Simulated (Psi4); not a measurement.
**wB97X-V/def2-SVP (core potential) run of SnNH4F (SMILES [NH2][SnH2][F])**

What is the vertical ionisation energy of SnNH4F at wB97X-V/def2-SVP (core potential)? 

The results are computed with Psi4 1.11.

## (1) The molecule

The species is SnNH4F (7 atoms), meant as a singlet with charge 0. SMILES: `[NH2][SnH2][F]`. The coordinates come from a PBE0-D4/def2-TZVP relaxation. This is one conformer, not always the lowest.

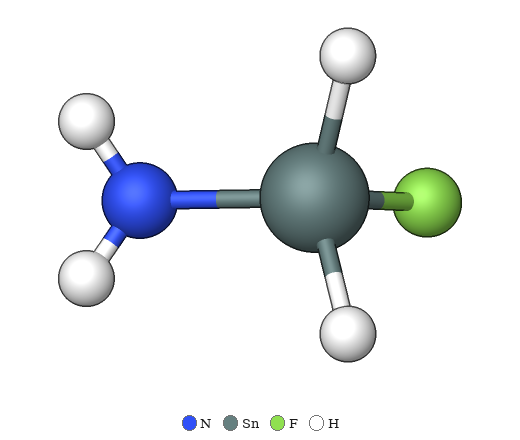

Viewed from a chosen angle; nitrogen blue, tin teal, fluorine green, hydrogen white.

## (2) The energy at wB97X-V/def2-SVP (core potential)

Contents of job.py:

```python
import psi4

psi4.set_memory(2200000000)
psi4.set_num_threads(1)
psi4.core.set_output_file('fh4nsn.out', False)

geom = psi4.geometry("""
0 1
N     -0.824600     0.088300    -0.943000
Sn     0.497700    -0.065100     0.542900
F      0.233900    -1.827500     1.272400
H     -1.584200     0.741400    -0.829600
H     -0.469500     0.125500    -1.885700
H      0.113100     0.971100     1.833800
H      2.094900    -0.101800    -0.036600
units angstrom
symmetry c1
""")

options = {'basis': 'def2-SVP', 'puream': True, 'e_convergence': 1e-09, 'd_convergence': 1e-08, 'scf_type': 'pk', 'dft_radial_points': 99, 'dft_spherical_points': 590}
psi4.set_options(options)

energy_value = psi4.energy("wb97x-v", molecule=geom)
print(f'total energy {energy_value:.8f} hartree = {energy_value * 27.211386:.5f} eV')
```

Command:

```bash
$ python job.py
```

fh4nsn.out:

```text
[...]
    !!!  WARNING: ECP capability is in beta. Please check occupations closely.  !!!
[...]
  Running in c1 symmetry.
[...]
  Nuclear repulsion =  145.283382765587589
[...]
  Multiplicity = 1
[...]
  Nalpha       = 21
  Nbeta        = 21
[...]
    Number of basis functions: 74
[...]
   @RKS iter   1:  -370.87807135146375   -1.87140e+00   1.00351e-02 ADIIS/DIIS
[...]
   @RKS iter  12:  -371.10850438891356   -7.95808e-13   2.38741e-09 DIIS
[...]
    Orbital Energies [Eh]
    ---------------------
    Doubly Occupied:
       1A    -24.685668     2A    -14.407253     3A     -5.229169
       4A     -3.578478     5A     -3.576496     6A     -3.575835
       7A     -1.226721     8A     -1.167863     9A     -1.163003
      10A     -1.159607    11A     -1.158921    12A     -1.132369
      13A     -0.948500    14A     -0.641336    15A     -0.592985
      16A     -0.494877    17A     -0.481941    18A     -0.481189
      19A     -0.441910    20A     -0.423331    21A     -0.363282
[...]
  @RKS Final Energy:  -371.10850438891356
   => Energetics <=
    Nuclear Repulsion Energy =            145.2833827655875893
    One-Electron Energy =                -882.3119066052977360
    Two-Electron Energy =                 391.3902735624875504
    DFT Exchange-Correlation Energy =     -25.6349914875813489
    Empirical Dispersion Energy =           0.0000000000000000
    VV10 Nonlocal Energy =                  0.1647373758904132
    Total Energy =                       -371.1085043889135591
[...]
 Multipole Moments:
 ------------------------------------------------------------------------------------
     Multipole            Electronic (a.u.)      Nuclear  (a.u.)        Total (a.u.)
 ------------------------------------------------------------------------------------
 L = 1.  Multiply by 2.5417464519 to convert [e a0] to [Debye]
 Dipole X            :         12.7913926          -12.6133992            0.1779934
 Dipole Y            :         10.7157741           -9.3422708            1.3735033
 Dipole Z            :          7.3969171           -7.9986764           -0.6017593
 Magnitude           :                                                    1.5100686
[...]
```

Standard output:

```text
total energy -371.10850439 hartree = -10098.37676 eV
```

Wall time 58 s (1 thread of AMD EPYC 9B45 (Zen 5), shared host); peak memory 0.99 GiB.

## (3) The doublet cation at the same level

Contents of job.json:

```json
{
 "schema_name": "qcschema_input",
 "schema_version": 1,
 "molecule": {
  "schema_name": "qcschema_molecule",
  "schema_version": 2,
  "symbols": ["N", "Sn", "F", "H", "H", "H", "H"],
  "geometry": [-1.55826816, 0.16686282, -1.78201174, 0.94051669, -0.12302117, 1.02593231, 0.44200694, -3.45347449, 2.40448752, -2.99370413, 1.40104295, -1.56771679, -0.88722642, 0.23716063, -3.56345655, 0.21372802, 1.83511304, 3.46537977, 3.95878726, -0.19237412, -0.06916398],
  "molecular_charge": 1,
  "molecular_multiplicity": 2,
  "fix_symmetry": "c1"
 },
 "driver": "energy",
 "model": {
  "method": "wb97x-v",
  "basis": "def2-SVP"
 },
 "keywords": {
  "reference": "uks",
  "puream": true,
  "e_convergence": 1e-09,
  "d_convergence": 1e-08,
  "scf_type": "pk",
  "dft_radial_points": 99,
  "dft_spherical_points": 590,
  "maxiter": 100
 }
}
```

Command:

```bash
$ psi4 --qcschema job.json -n 1 --memory 2200MB
```

stdout:

```text
[...]
    !!!  WARNING: ECP capability is in beta. Please check occupations closely.  !!!
[...]
  Running in c1 symmetry.
[...]
  Nuclear repulsion =  145.283382864976971
[...]
  Multiplicity = 2
[...]
  Nalpha       = 21
  Nbeta        = 20
[...]
    Number of basis functions: 74
[...]
   @UKS iter   1:  -370.40654763757556   -1.40032e+00   1.00141e-02 ADIIS/DIIS
[...]
   @UKS iter  21:  -370.74290607284973   -1.65983e-11   7.49296e-09 DIIS
[...]
   @S^2 Observed:                7.536297280E-01
[...]
    Orbital Energies [Eh]
    ---------------------
    Alpha Occupied:
       1A    -24.888710     2A    -14.797491     3A     -5.460008
       4A     -3.812622     5A     -3.807251     6A     -3.802950
       7A     -1.439975     8A     -1.411700     9A     -1.392907
      10A     -1.390888    11A     -1.386866    12A     -1.350591
      13A     -1.310362    14A     -0.938631    15A     -0.908140
      16A     -0.795970    17A     -0.756732    18A     -0.680786
      19A     -0.672924    20A     -0.650565    21A     -0.622611
    Alpha Virtual:
      22A     -0.149715    23A     -0.120508    24A     -0.087526
      25A     -0.040636    26A     -0.037049    27A     -0.031458
[...]
  @UKS Final Energy:  -370.74290607284973
   => Energetics <=
    Nuclear Repulsion Energy =            145.2833828649769714
    One-Electron Energy =                -871.8725302393784204
    Two-Electron Energy =                 381.1604459900935353
    DFT Exchange-Correlation Energy =     -25.4763089909331484
    Empirical Dispersion Energy =           0.0000000000000000
    VV10 Nonlocal Energy =                  0.1621043023913296
    Total Energy =                       -370.7429060728497348
[...]
 Multipole Moments:
 ------------------------------------------------------------------------------------
     Multipole            Electronic (a.u.)      Nuclear  (a.u.)        Total (a.u.)
 ------------------------------------------------------------------------------------
 L = 1.  Multiply by 2.5417464519 to convert [e a0] to [Debye]
 Dipole X            :         11.5058588          -12.6133992           -1.1075404
 Dipole Y            :         11.2287257           -9.3422708            1.8864549
 Dipole Z            :          5.7422521           -7.9986764           -2.2564243
 Magnitude           :                                                    3.1427390
[...]
```

The result, in JSON:

```text
{
 "driver": "energy",
 "model": {
  "method": "wb97x-v",
  "basis": "def2-SVP"
 },
 "success": true,
 "return_result": -370.74290607284973,
 "properties": {
  "calcinfo_nbasis": 74,
  "calcinfo_nmo": 74,
  "calcinfo_nalpha": 21,
  "calcinfo_nbeta": 20,
  "calcinfo_natom": 7,
  "nuclear_repulsion_energy": 145.28338286497697,
  "return_energy": -370.74290607284973,
  "scf_one_electron_energy": -871.8725302393784,
  "scf_two_electron_energy": 381.16044599009354,
  "scf_vv10_energy": 0.1621043023913296,
  "scf_xc_energy": -25.47630899093315,
  "scf_dipole_moment": [-1.1075404280884769, 1.8864548763920403, -2.256424284285325],
  "scf_total_energy": -370.74290607284973,
  "scf_iterations": 21
 }
}
```

It took 1.7 min on 1 thread of AMD EPYC 9B45 (Zen 5), shared host; peak memory 0.99 GiB.

## (4) What came out

Level: wB97X-V/def2-SVP (core potential).

```
                                          quantity          value
                      singlet SnNH4F: total energy  -371.10850 Eh
                     singlet SnNH4F: dipole moment         3.84 D
                       singlet SnNH4F: HOMO energy       -9.89 eV
                       singlet SnNH4F: LUMO energy        2.25 eV
                     singlet SnNH4F: HOMO–LUMO gap       12.13 eV
                      doublet cation: total energy  -370.74291 Eh
doublet cation: HOMO energy (highest over α and β)      -16.87 eV
 doublet cation: LUMO energy (lowest over α and β)      -10.05 eV
                              doublet cation: ⟨S²⟩          0.754
vertical ionisation energy (to the doublet cation)       9.948 eV
```

What this shows: The vertical ionisation energy comes to 9.95 eV (960 kJ/mol). The negative HOMO energy of the first species, 9.89 eV, lies 0.06 eV below that difference.
